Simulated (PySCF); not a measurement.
C3H6N2Si

```xyz
12

N     3.3984    0.5032   -0.4759
C     2.3580    0.4089   -0.0056
Si    0.6593    0.2520    0.7529
C    -0.7729    0.9951   -0.2818
N    -1.4700   -0.2941   -0.2177
C    -0.3872   -1.2245    0.1203
H     0.7547    0.5268    2.1823
H    -1.3802    1.7902    0.1535
H    -0.4864    1.3036   -1.2953
H    -1.9911   -0.5361   -1.0518
H     0.0439   -1.7493   -0.7418
H    -0.7253   -1.9765    0.8349
```

Geometry: GFN2-xTB.

Computed with PBE0/pcSseg-1, SCF density, gas phase, non-relativistic in PySCF 2.14.0.

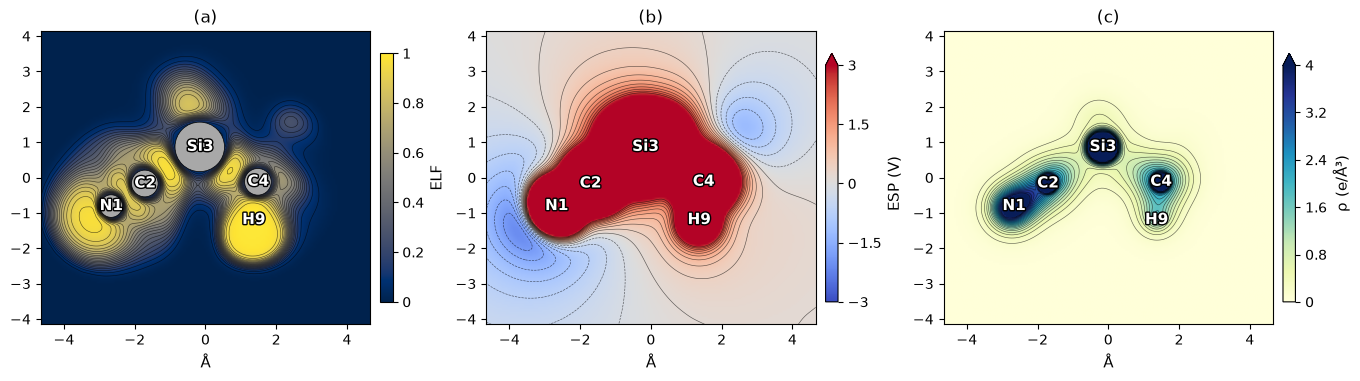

Figure 1. (a) ELF; (b) electrostatic potential; (c) total electron density on the plane of atoms C2, Si3 and C4. Grey discs cover the atomic cores in the ELF map.

> Describe what can be read from this map.

- The plane passes through N, C, Si and H nuclei.
- C–N (1.15 Å): the density is about 3.6 e/Å³ at the midpoint; the ELF peaks at about 0.90 between the atoms (a short, multiple covalent bond).
- C–Si (1.87 Å): ρ at the midpoint is about 0.89 e/Å³; the ELF peaks at about 1 between the atoms, as expected for localised, covalent bonding.
- C–Si (1.92 Å): the density is about 0.89 e/Å³ at the midpoint; the ELF peaks at about 0.95 between the atoms: a shared electron pair.
- C–H (1.10 Å): ρ is about 2 e/Å³ halfway; the ELF climbs to about 1 towards the hydrogen, as it does in any bond to H; an ordinary covalent bond to hydrogen.
- The ELF also peaks beside N1, away from the bonds: lone-pair regions.
- Outside the dense part of the molecule the potential is most negative (−2.1 V) near N1.

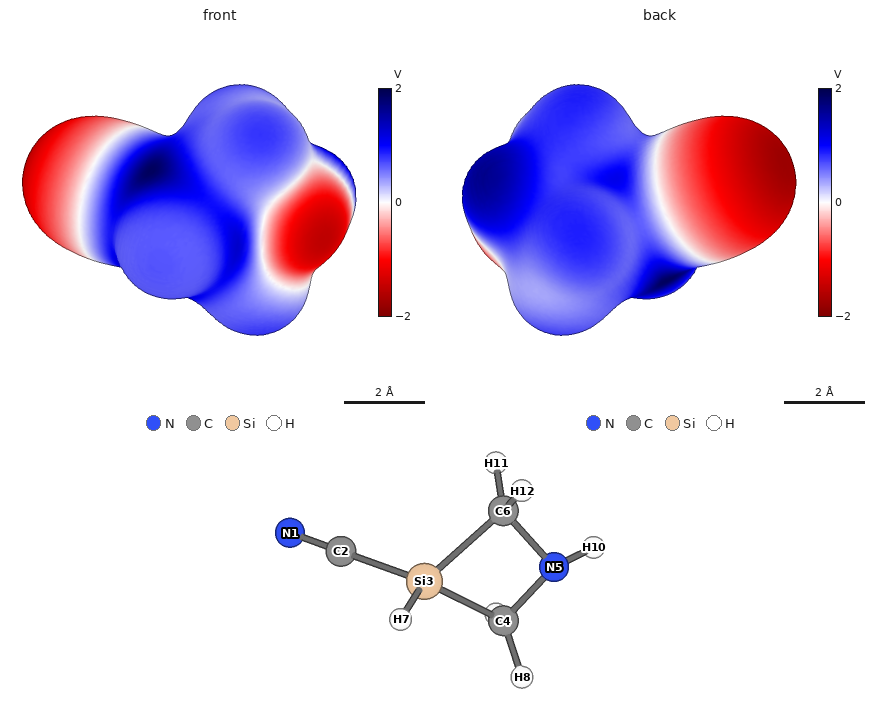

Figure 2. The molecular electrostatic potential painted on the density surface at 0.002 e/bohr³, seen from the front and from behind; red is negative and blue positive. The bare structure is drawn below in the same view.

> Which sites attract a positive test charge, and which a negative one?

A positive charge is drawn to the negative regions and a negative charge to the positive ones. The most negative region (about −1.7 V) lies over N1, the most positive (about +1.8 V) over Si3. N1 is the likeliest acceptor of a hydrogen bond.

> How polar is the molecule by this calculation?

Its dipole moment is 2.69 D.
